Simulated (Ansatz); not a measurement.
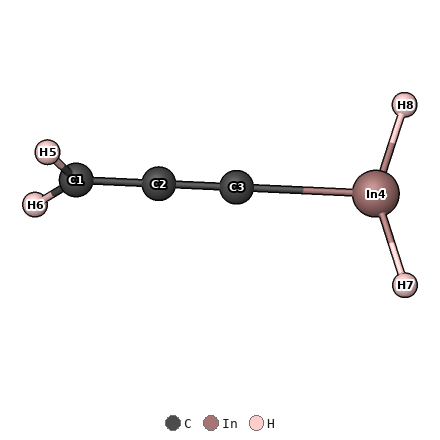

The system is C₃H₄In, charge +1; the picture shows the reference structure. 
- Coordinates scanned: (1) umbrella angle at In4 (between each of its bonds and their common axis; 90 is planar); (2) change of the bonds In4–C3, In4–H7, In4–H8, all alike.
- Nothing is relaxed (all other coordinates rigid).
- The scan uses a 13 × 13 grid.
- Points are written as (first, second).
- All energies are given in kcal/mol relative to the lowest grid point.
- Theory: Ansatz, RKS PBE0-D4/def2-SVP.

Its coordinates:

```xyz
8

C     1.7560    1.4445   -0.2415
C     0.7293    0.5994   -0.0997
C    -0.2377   -0.1962    0.0336
In   -1.9689   -1.6195    0.2707
H     1.7107    2.4631    0.1700
H     2.6692    1.1403   -0.7729
H    -2.9639   -1.3759   -1.0775
H    -1.6949   -2.4558    1.7173
```

Range: umbrella angle at In4 (between each of its bonds and their common axis; 90 is planar) from 66 to 114°; change of the bonds In4–C3, In4–H7, In4–H8, all alike from −0.207 to 0.320 Å.

What will the energy surface look like?

The lowest grid point is at (90°, 0.013 Å). No other kind of well shows on this grid. The highest grid point, (114°, −0.207 Å), lies 48.5 kcal/mol above the lowest. Round the minimum the two coordinates are nearly uncoupled.

```tsv
second ↓, first →	66	70	74	78	82	86	90	94	98	102	106	110	114
0.320	41.8	37.3	33.6	30.7	28.6	27.4	27.0	27.4	28.6	30.7	33.6	37.3	41.8
0.276	36.8	32.0	28.1	25.1	22.9	21.6	21.2	21.6	22.9	25.1	28.1	32.0	36.8
0.232	32.2	27.2	23.1	19.9	17.7	16.3	15.8	16.3	17.7	19.9	23.1	27.2	32.2
0.188	28.1	22.9	18.7	15.3	12.9	11.5	11.0	11.5	12.9	15.3	18.7	22.9	28.1
0.144	24.8	19.3	14.8	11.3	8.8	7.3	6.8	7.3	8.8	11.3	14.8	19.3	24.8
0.100	22.2	16.5	11.9	8.2	5.6	4.0	3.4	4.0	5.6	8.2	11.9	16.5	22.2
0.056	20.7	14.8	9.9	6.1	3.3	1.7	1.1	1.7	3.3	6.1	9.9	14.8	20.7
0.013	20.5	14.3	9.2	5.2	2.3	0.6	0.0	0.6	2.3	5.2	9.2	14.3	20.5
−0.031	21.7	15.3	10.0	5.8	2.8	0.9	0.3	0.9	2.8	5.8	10.0	15.3	21.7
−0.075	24.8	18.1	12.6	8.2	5.0	3.1	2.4	3.1	5.0	8.2	12.6	18.1	24.8
−0.119	30.0	23.0	17.2	12.7	9.4	7.3	6.7	7.3	9.4	12.7	17.2	23.0	30.0
−0.163	37.7	30.5	24.5	19.7	16.2	14.1	13.4	14.1	16.2	19.7	24.5	30.5	37.7
−0.207	48.5	41.0	34.7	29.7	26.1	23.9	23.1	23.9	26.1	29.7	34.7	41.0	48.5
```

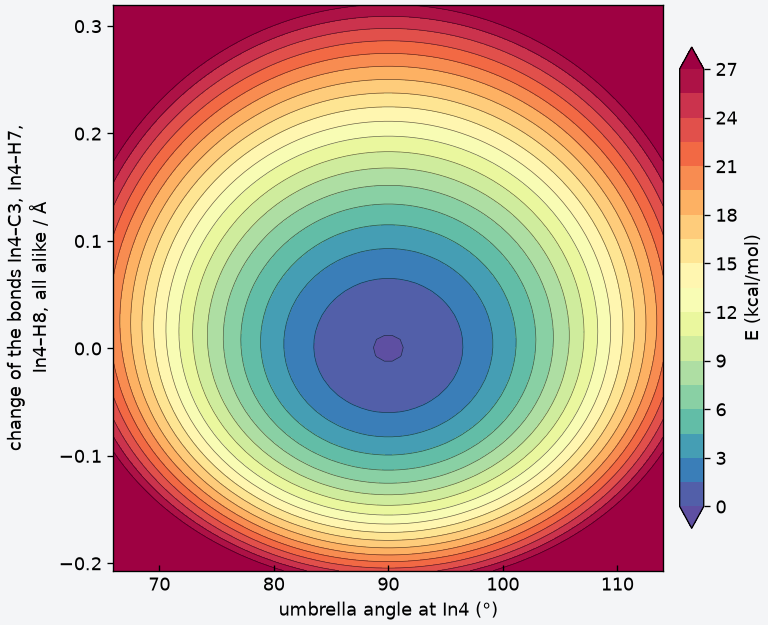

The picture shows filled contours, one colour for all values above the top of the scale. Between grid points the surface is interpolated.

Time for the 169 points that were run: 9.5 min on 1 thread of Intel(R) Xeon(R) Platinum 8488C (Sapphire Rapids), on a shared host.
